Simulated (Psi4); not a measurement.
# CHClF2 (difluorochloromethane) at 3 levels

Aim: a comparison of 3 runs (HF/STO-3G, B3LYP/6-31G*, SCS-OMP2/6-31+G*) of CHClF2 (difluorochloromethane). 

The results are computed with Psi4 1.11.

1 further run of the same task is left out (set aside as unsound or not needed).

### 1 The molecule

CHClF2 has 5 atoms, charge 0, and is taken as a singlet. SMILES: `FC(F)Cl`. The shape is that of a PBE0-D4/def2-TZVP optimisation.

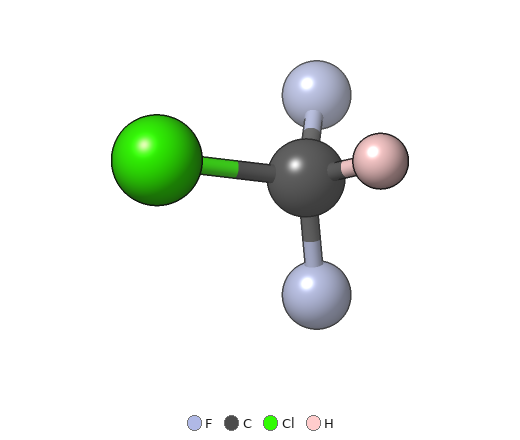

The structure, seen from a chosen angle (fluorine light blue, carbon dark grey, chlorine green, hydrogen pink).

### 2 Energy and gradient at HF/STO-3G (run 1)

Contents of chclf2.xyz:

```xyz
5
CHClF2
F      0.038900    -0.568100     1.222300
C      0.109400     0.023600     0.028300
F      0.844200    -0.745900    -0.776900
Cl    -1.511000     0.208900    -0.640800
H      0.568600     1.007800     0.125800
```

Contents of chclf2_ase.py:

```python
import numpy as np
from ase.calculators.psi4 import Psi4
from ase.io import read

mol = read('chclf2.xyz')
calc = Psi4(atoms=mol, method='scf', basis='STO-3G', memory='1600MB', num_threads=1, charge=0, multiplicity=1, label='calc')
calc.psi4.set_options({'puream': True, 'e_convergence': 1e-09, 'd_convergence': 1e-08, 'scf_type': 'pk'})
mol.calc = calc

forces = mol.get_forces()
print(f'energy: {mol.get_potential_energy():.6f} eV')
print('forces / eV A^-1')
print(np.round(forces, 5))
```

Run with:

```sh
python chclf2_ase.py
```

calc.dat:

```text
[...]
  Running in c1 symmetry.
[...]
  Nuclear repulsion =  168.406744960820134
[...]
  Multiplicity = 1
[...]
  Nalpha       = 21
  Nbeta        = 21
[...]
    Number of basis functions: 25
[...]
   @RHF iter   1:  -688.44006858742989   -1.33062e+00   2.03900e-02 ADIIS/DIIS
[...]
   @RHF iter  10:  -688.62925669648996   -7.95808e-13   1.90639e-09 DIIS
[...]
    Orbital Energies [Eh]
    ---------------------
    Doubly Occupied:
       1A   -103.716210     2A    -26.014218     3A    -26.014049
       4A    -11.292422     5A    -10.399680     6A     -7.844010
       7A     -7.837958     8A     -7.837905     9A     -1.615103
      10A     -1.540313    11A     -1.081651    12A     -0.861741
      13A     -0.720083    14A     -0.662639    15A     -0.653033
      16A     -0.541176    17A     -0.504175    18A     -0.502266
      19A     -0.436728    20A     -0.416872    21A     -0.410823
[...]
  @RHF Final Energy:  -688.62925669648996
   => Energetics <=
    Nuclear Repulsion Energy =            168.4067449608201343
    One-Electron Energy =               -1292.2658891754447268
    Two-Electron Energy =                 435.2298875181346602
    Total Energy =                       -688.6292566964899606
[...]
 Multipole Moments:
 ------------------------------------------------------------------------------------
     Multipole            Electronic (a.u.)      Nuclear  (a.u.)        Total (a.u.)
 ------------------------------------------------------------------------------------
 L = 1.  Multiply by 2.5417464519 to convert [e a0] to [Debye]
 Dipole X            :          0.2444040            0.3419783            0.5863822
 Dipole Y            :         -1.3245470            1.6382840            0.3137370
 Dipole Z            :          0.2161333           -0.0079884            0.2081449
 Magnitude           :                                                    0.6968496
[...]
  -Total Gradient:
     Atom            X                  Y                   Z
    ------   -----------------  -----------------  -----------------
       1        0.003325968566     0.017945335169    -0.039937816510
       2       -0.023365081611    -0.011463469263    -0.008512754418
       3       -0.024056484475     0.024042954798     0.027962047213
       4        0.048496565167    -0.009046858499     0.020343872076
       5       -0.004400967633    -0.021477962203     0.000144651635
[...]
```

Standard output:

```text
energy: -18738.556532 eV
forces / eV A^-1
[[-0.17103 -0.92279  2.05369]
 [ 1.20148  0.58948  0.43774]
 [ 1.23703 -1.23634 -1.43787]
 [-2.49379  0.46521 -1.04612]
 [ 0.22631  1.10444 -0.00744]]
```

It took 0.92 s on 1 thread of AMD EPYC 9R45 (Zen 5), shared host; peak memory 0.19 GiB.

### 3 The energy at B3LYP/6-31G(d) (Cartesian functions) (run 2)

Contents of job.json:

```json
{
 "schema_name": "qcschema_input",
 "schema_version": 1,
 "molecule": {
  "schema_name": "qcschema_molecule",
  "schema_version": 2,
  "symbols": ["F", "C", "F", "Cl", "H"],
  "geometry": [0.07351035, -1.07355341, 2.30981224, 0.20673604, 0.04459754, 0.05347925, 1.59530679, -1.40954672, -1.46812823, -2.85537617, 0.39476379, -1.2109365, 1.07449827, 1.90446599, 0.23772755],
  "molecular_charge": 0,
  "molecular_multiplicity": 1,
  "fix_symmetry": "c1"
 },
 "driver": "energy",
 "model": {
  "method": "b3lyp",
  "basis": "6-31G*"
 },
 "keywords": {
  "puream": false,
  "e_convergence": 1e-09,
  "d_convergence": 1e-08,
  "scf_type": "pk",
  "dft_radial_points": 99,
  "dft_spherical_points": 590
 }
}
```

Run with:

```sh
psi4 --qcschema job.json -n 1 --memory 1600MB
```

stdout:

```text
[...]
  Running in c1 symmetry.
[...]
  Nuclear repulsion =  168.406745107475018
[...]
  Multiplicity = 1
[...]
  Nalpha       = 21
  Nbeta        = 21
[...]
    Number of basis functions: 66
[...]
   @RKS iter   1:  -698.52762935941860   -1.23843e-01   5.49378e-03 ADIIS/DIIS
[...]
   @RKS iter  11:  -698.57146767180859   -1.47793e-12   3.60550e-09 DIIS
[...]
    Orbital Energies [Eh]
    ---------------------
    Doubly Occupied:
       1A   -101.560506     2A    -24.735160     3A    -24.735115
       4A    -10.414171     5A     -9.479541     6A     -7.243268
       7A     -7.233449     8A     -7.233325     9A     -1.292084
      10A     -1.227671    11A     -0.879401    12A     -0.697656
      13A     -0.589134    14A     -0.577493    15A     -0.544471
      16A     -0.447635    17A     -0.439427    18A     -0.424277
      19A     -0.375969    20A     -0.335723    21A     -0.335076
[...]
  @RKS Final Energy:  -698.57146767180859
   => Energetics <=
    Nuclear Repulsion Energy =            168.4067451074750181
    One-Electron Energy =               -1300.6871862031073306
    Two-Electron Energy =                 478.0759516663939621
    DFT Exchange-Correlation Energy =     -44.3669782425702195
    Empirical Dispersion Energy =           0.0000000000000000
    VV10 Nonlocal Energy =                  0.0000000000000000
    Total Energy =                       -698.5714676718085911
[...]
 Multipole Moments:
 ------------------------------------------------------------------------------------
     Multipole            Electronic (a.u.)      Nuclear  (a.u.)        Total (a.u.)
 ------------------------------------------------------------------------------------
 L = 1.  Multiply by 2.5417464519 to convert [e a0] to [Debye]
 Dipole X            :         -0.0573543            0.3419783            0.2846240
 Dipole Y            :         -1.1710334            1.6382840            0.4672507
 Dipole Z            :          0.0808562           -0.0079884            0.0728678
 Magnitude           :                                                    0.5519454
[...]
```

The result, in JSON:

```text
{
 "driver": "energy",
 "model": {
  "method": "b3lyp",
  "basis": "6-31G*"
 },
 "success": true,
 "return_result": -698.5714676718086,
 "properties": {
  "calcinfo_nbasis": 66,
  "calcinfo_nmo": 66,
  "calcinfo_nalpha": 21,
  "calcinfo_nbeta": 21,
  "calcinfo_natom": 5,
  "nuclear_repulsion_energy": 168.40674510747502,
  "return_energy": -698.5714676718086,
  "scf_one_electron_energy": -1300.6871862031073,
  "scf_two_electron_energy": 478.07595166639396,
  "scf_xc_energy": -44.36697824257022,
  "scf_dipole_moment": [0.28462399975497576, 0.46725066803837656, 0.07286779494141782],
  "scf_total_energy": -698.5714676718086,
  "scf_iterations": 11
 }
}
```

Run time: 4.8 s. Hardware: 1 thread of AMD EPYC 9R45 (Zen 5), shared host; peak memory 0.71 GiB.

### 4 The energy at SCS-OMP2/6-31+G(d) (ZORA, Cartesian functions) (run 3)

Contents of job.json:

```json
{
  "schema_name": "qcschema_input",
  "schema_version": 1,
  "molecule": {
    "schema_name": "qcschema_molecule",
    "schema_version": 2,
    "symbols": ["F", "C", "F", "Cl", "H"],
    "geometry": [0.07351035, -1.07355341, 2.30981224, 0.20673604, 0.04459754, 0.05347925, 1.59530679, -1.40954672, -1.46812823, -2.85537617, 0.39476379, -1.2109365, 1.07449827, 1.90446599, 0.23772755],
    "molecular_charge": 0,
    "molecular_multiplicity": 1,
    "fix_symmetry": "c1"
  },
  "driver": "energy",
  "model": {
    "method": "scs-omp2",
    "basis": "6-31+G*"
  },
  "keywords": {
    "scf_type": "pk",
    "mp2_type": "conv",
    "relativistic": "zora"
  }
}
```

Run with:

```sh
psi4 --qcschema job.json -n 1 --memory 1600MB
```

stdout:

```text
[...]
  Running in c1 symmetry.
[...]
  Nuclear repulsion =  168.406745107475018
[...]
  Multiplicity = 1
[...]
  Nalpha       = 21
  Nbeta        = 21
[...]
    Number of basis functions: 82
[...]
   @RHF iter   1:  -699.13187982424631   -3.53294e-01   5.27386e-03 ADIIS/DIIS
[...]
   @RHF iter  11:  -699.21328227730294   -6.36646e-12   5.57359e-09 DIIS
[...]
    Orbital Energies [Eh]
    ---------------------
    Doubly Occupied:
       1A   -105.665502     2A    -26.417024     3A    -26.416981
       4A    -11.504552     5A    -10.669137     6A     -8.076264
       7A     -8.072572     8A     -8.072545     9A     -1.718340
      10A     -1.650588    11A     -1.173981    12A     -0.961905
      13A     -0.827518    14A     -0.806157    15A     -0.777251
      16A     -0.703213    17A     -0.668147    18A     -0.656231
      19A     -0.556691    20A     -0.490443    21A     -0.485934
[...]
  @RHF Final Energy:  -699.21328227730294
   => Energetics <=
    Nuclear Repulsion Energy =            168.4067451074750181
    One-Electron Energy =               -1302.4981109258287688
    Two-Electron Energy =                 434.8780835410507848
    Total Energy =                       -699.2132822773030512
[...]
 Multipole Moments:
 ------------------------------------------------------------------------------------
     Multipole            Electronic (a.u.)      Nuclear  (a.u.)        Total (a.u.)
 ------------------------------------------------------------------------------------
 L = 1.  Multiply by 2.5417464519 to convert [e a0] to [Debye]
 Dipole X            :         -0.1372105            0.3419783            0.2047678
 Dipole Y            :         -0.9864954            1.6382840            0.6517886
 Dipole Z            :          0.0322556           -0.0079884            0.0242672
 Magnitude           :                                                    0.6836279
[...]
	SCS-MP2 Total Energy (a.u.)        :  -699.82246319470221
	SOS-MP2 Total Energy (a.u.)        :  -699.81041141346441
[...]
	MP2 Total Energy (a.u.)            :  -699.85630097786316
[...]
	SCS-OMP2 Total Energy (a.u.)       :  -699.82987551862448
	SOS-OMP2 Total Energy (a.u.)       :  -699.76941419232753
[...]
	OMP2 Total Energy (a.u.)           :  -699.85629976989594
[...]
```

The result, in JSON:

```text
{
 "driver": "energy",
 "model": {
  "method": "scs-omp2",
  "basis": "6-31+G*"
 },
 "success": true,
 "return_result": -699.8298755186245,
 "properties": {
  "calcinfo_nbasis": 82,
  "calcinfo_nmo": 82,
  "calcinfo_nalpha": 21,
  "calcinfo_nbeta": 21,
  "calcinfo_natom": 5,
  "nuclear_repulsion_energy": 168.40674510747502,
  "return_energy": -699.8298755186245,
  "scf_one_electron_energy": -1302.4981109258288,
  "scf_two_electron_energy": 434.8780835410508,
  "scf_dipole_moment": [0.20476777953725356, 0.6517886147701901, 0.024267154231274013],
  "scf_total_energy": -699.2132822773029,
  "scf_iterations": 11,
  "mp2_same_spin_correlation_energy": -0.17395437513547202,
  "mp2_opposite_spin_correlation_energy": -0.45933010473967845,
  "mp2_singles_energy": 0.0,
  "mp2_doubles_energy": -0.6332844798751505,
  "mp2_correlation_energy": -0.6332844798749875,
  "mp2_total_energy": -699.8465667571779
 }
}
```

It took 23 s on 1 thread of AMD EPYC 9R45 (Zen 5), shared host; peak memory 0.5 GiB.

### 5 All runs side by side

```csv
run,level,task,Cartesian functions,energy (Eh),dipole moment (D),HOMO energy (eV),LUMO energy (eV),wall time
1,HF/STO-3G,gradient,no,-688.629257,1.77,-11.18,9.47,0.92 s
2,B3LYP/6-31G* (Cartesian functions),energy,yes,-698.571468,1.40,-9.12,0.45,4.8 s
3,"SCS-OMP2/6-31+G* (ZORA, Cartesian functions)",energy,yes,-699.829876,–,-13.22,2.04,23 s
```

### 6 Outcome

```
                                    quantity          value
                         run 3: total energy  -699.82988 Eh
  run 3: HOMO energy (Hartree–Fock orbitals)      -13.22 eV
  run 3: LUMO energy (Hartree–Fock orbitals)        2.04 eV
run 3: HOMO–LUMO gap (Hartree–Fock orbitals)       15.27 eV
                   run 3: correlation energy     -616.6 mEh
```

Some runs of one species differ in core potentials or relativity; totals across that change don't compare. In run 1 the basis is minimal, so the values are rough. All runs together took 29 s, the longest 23 s.
